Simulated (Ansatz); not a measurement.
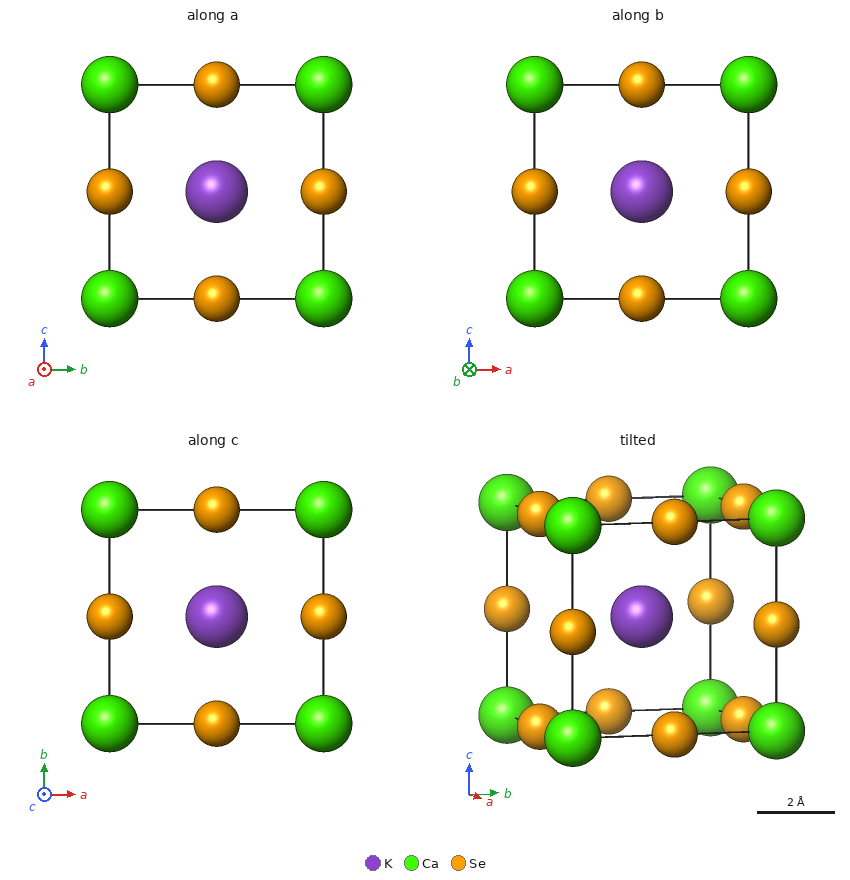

This spheres-only model is shown along the a axis, along the b axis, along the c axis and slightly off an axis. One conventional unit cell is outlined, and atoms on its boundary appear in each equivalent place.

Lattice parameters: a = 5.575 Å, b = 5.575 Å, c = 5.575 Å, α = 90.00°, β = 90.00°, γ = 90.00°.

Set out the cell and atoms as a table of Wyckoff sites.

Space group Pm-3m (No. 221).
```json
{"atom": "K", "site": "1b", "x": "0.5000", "y": "0.5000", "z": "0.5000"}
{"atom": "Ca", "site": "1a", "x": "0.0000", "y": "0.0000", "z": "0.0000"}
{"atom": "Se", "site": "3d", "x": "0.5000", "y": "0.0000", "z": "0.0000"}
```

The structure was taken from a structure type filled with these elements by a generator (whether the compound takes this form wasn't checked). Earlier steps of the study may have refined or changed the cell and positions. Ansatz was used for an electronic-structure calculation on it.
